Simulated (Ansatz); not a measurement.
**AlH3F− (SMILES [H][Al-]([H])([H])[F]): HSE06/STO-3G**

What is the vertical ionisation energy of AlH3F− at HSE06/STO-3G? 

The calculation is run with Ansatz 0.2.0.

### 1 Starting point

AlH3F− has 5 atoms, charge -1, and is taken as a singlet. As SMILES, `[H][Al-]([H])([H])[F]`. The shape comes from GFN2-xTB, which is rough for such elements, and wasn't checked as a minimum.

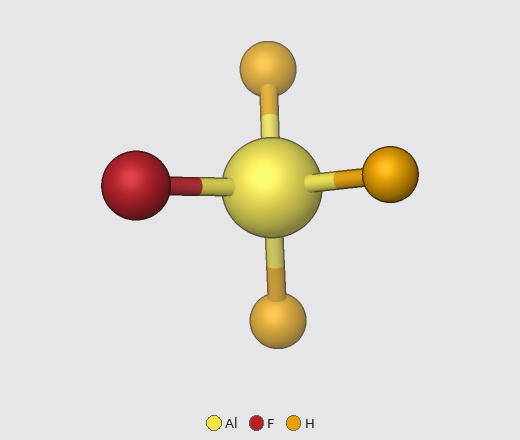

Viewed from a chosen angle; aluminium yellow, fluorine red, hydrogen amber.

### 2 The energy at HSE06/STO-3G

The input, molecule.yaml:

```yaml
crystal:
  periodic: [false, false, false]
  atoms:
    - {symbol: Al, position_ang: [-0.000570, 0.000210, -0.037540]}
    - {symbol: F, position_ang: [0.011440, -0.019350, 1.657940]}
    - {symbol: H, position_ang: [1.529880, 0.011490, -0.550320]}
    - {symbol: H, position_ang: [-0.774560, 1.332620, -0.519830]}
    - {symbol: H, position_ang: [-0.766190, -1.324970, -0.550240]}
basis:
  gaussian: {orbitals: STO-3G}
total_charge: -1
hamiltonian: {xc: hse06}
accuracy: high
```

Command:

```
$ ansatz run molecule.yaml --threads 1 --pin off --max-ram 2610MiB --events-out events.jsonl --progress --plain --runs-dir runs
```

Output:

```text
Warning: RAYON_NUM_THREADS=1 ignored (pool sized by the plan → 1); use --threads N
Functional definition: HSE06
  name "HSE06"
  parameter a = 0.25
  parameter omega = 0.11/bohr
  exchange = pbe_x - a*pbe_x_sr(omega) + a*exact_x_sr(omega)
  correlation = pbe_c
290 factors; integrals over basis functions are off by at most 8.1e-9 eV
54 factors; integrals over basis functions are off by at most 3.0e-10 eV
mean field evaluation 1: about -9232.8868 eV, gradient 2.3e1 eV
mean field evaluation 2: about -9234.1686 eV, gradient 1.4e1 eV
mean field evaluation 4: about -9234.9470 eV, gradient 2.8e-1 eV
mean field evaluation 8: about -9234.9091 eV, gradient 6.6e-4 eV
mean field -9234.90906004 eV, -339.3766483105 hartree, gradient 3.4e-8 eV, S^2 0.000000; 0 other end points of the search recorded, 0 dependent functions left out
reference -9234.90906166 eV, -339.3766483700 hartree; 13, 13 occupied and 4, 4 virtual orbitals, 290 factors
Total energy: -9234.90906166 eV, -339.3766483700 hartree
```

Run time: 0.97 s. Hardware: 1 thread of Arm Neoverse V2, shared host; peak memory 0.092 GiB.

### 3 Doublet neutral AlH3F at the same level

The input, input.yaml:

```yaml
crystal:
  periodic: [false, false, false]
  atoms:
    - {symbol: Al, position_ang: [-0.000570, 0.000210, -0.037540]}
    - {symbol: F, position_ang: [0.011440, -0.019350, 1.657940]}
    - {symbol: H, position_ang: [1.529880, 0.011490, -0.550320]}
    - {symbol: H, position_ang: [-0.774560, 1.332620, -0.519830]}
    - {symbol: H, position_ang: [-0.766190, -1.324970, -0.550240]}
basis:
  gaussian:
    orbitals: STO-3G
magnetization:
  spin_polarized: true
  initial_magnetization: 1
hamiltonian:
  xc: hse06
accuracy: high
```

Command:

```
$ ansatz run input.yaml --threads 1 --pin off --max-ram 2610MiB --events-out events.jsonl --progress --plain --runs-dir runs
```

Output:

```text
Warning: RAYON_NUM_THREADS=1 ignored (pool sized by the plan → 1); use --threads N
Functional definition: HSE06
  name "HSE06"
  parameter a = 0.25
  parameter omega = 0.11/bohr
  exchange = pbe_x - a*pbe_x_sr(omega) + a*exact_x_sr(omega)
  correlation = pbe_c
290 factors; integrals over basis functions are off by at most 8.1e-9 eV
54 factors; integrals over basis functions are off by at most 3.0e-10 eV
mean field evaluation 1: about -9234.1462 eV, gradient 1.2e1 eV
mean field evaluation 2: about -9233.1203 eV, gradient 1.6e1 eV
mean field evaluation 4: about -9235.2531 eV, gradient 2.4e0 eV
mean field evaluation 8: about -9235.2684 eV, gradient 1.3e-1 eV
mean field evaluation 16: about -9235.2760 eV, gradient 1.0e-1 eV
mean field evaluation 32: about -9235.2755 eV, gradient 2.6e-2 eV
mean field -9235.27609936 eV, -339.3901367564 hartree, gradient 2.7e-8 eV, S^2 0.757360; 3 other end points of the search recorded, 0 dependent functions left out
reference -9235.27610096 eV, -339.3901368154 hartree; 13, 12 occupied and 4, 5 virtual orbitals, 290 factors
Total energy: -9235.27610096 eV, -339.3901368154 hartree
```

It took 6.3 s on 1 thread of Arm Neoverse V2, shared host; peak memory 0.12 GiB.

### 4 What came out

At HSE06/STO-3G:

```
                                           quantity          value
                       singlet AlH3F−: total energy  -339.37665 Eh
                doublet neutral AlH3F: total energy  -339.39014 Eh
                        doublet neutral AlH3F: ⟨S²⟩          0.757
vertical ionisation energy (to the doublet neutral)      -0.367 eV
```

**Reading.** The species is unbound against losing an electron at this level, by 0.37 eV (−35.4 kJ/mol); missing correlation or diffuse functions can give that sign where the real anion is bound. In a minimal basis such a difference can be off by several eV, whatever the method.
